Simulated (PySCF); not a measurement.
```xyz
15

C     2.7214   -0.4573   -0.1186
S     1.3024    0.6109   -0.4967
Si   -0.2054   -0.3984    0.7107
N    -0.2204   -2.0214    0.1185
C    -1.7795    0.6237    0.4349
C    -1.8323    1.5985   -0.7205
C    -1.7439    2.1292    0.4566
H     2.4314   -1.4975   -0.2227
H     3.0618   -0.2589    0.8929
H     3.5034   -0.2088   -0.8290
H    -0.7840   -2.7173    0.5774
H    -0.1956   -2.1867   -0.8798
H    -2.7108    0.1433    0.7384
H    -1.8683    1.6735   -1.7782
H    -1.6845    2.9751    1.0942
```

Geometry: GFN2-xTB.

Computed with UKS B3LYP, pcH-1 on C H N S Si, non-relativistic, mean-field spin-orbit, GIAO (PySCF).

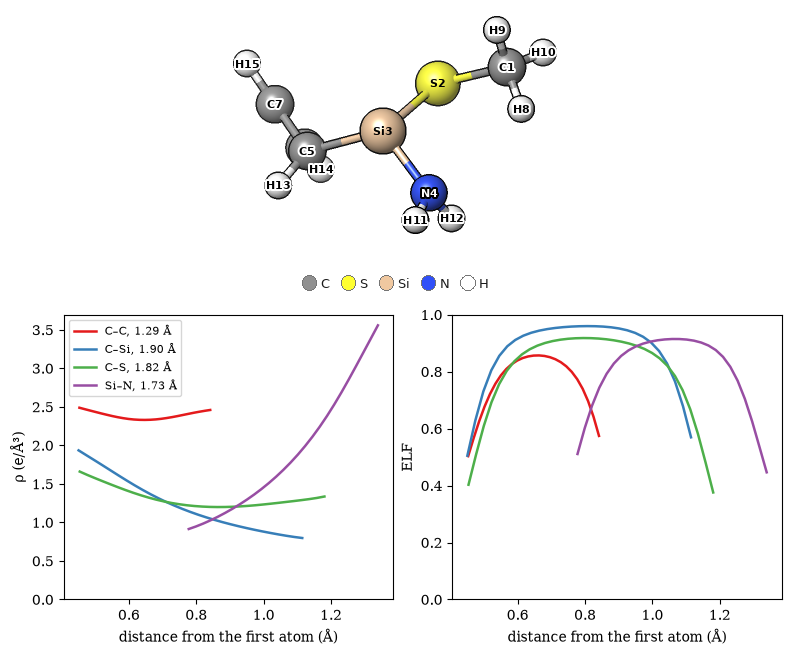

C4H8NSSi (SMILES CS[Si](N)C1C=C1) (doublet). Total electron density and ELF along straight lines between neighbouring atoms. The curves leave out the atomic cores. The structure is drawn too.

What kind of bonding do the profiles show?

C–C (1.29 Å): ρ at the midpoint is about 2.3 e/Å³; the ELF peaks at about 0.85 between the atoms: a multiple bond.
C–Si (1.90 Å): the density is about 0.93 e/Å³ at the midpoint; the ELF peaks at about 0.95 between the atoms, as expected for localised, covalent bonding.
C–S (1.82 Å): ρ at the midpoint is about 1.2 e/Å³; the ELF peaks at about 0.90 between the atoms, as expected for localised, covalent bonding.
Si–N (1.73 Å): ρ is about 1.1 e/Å³ halfway; the ELF peaks at about 0.90 between the atoms (a polar covalent bond).
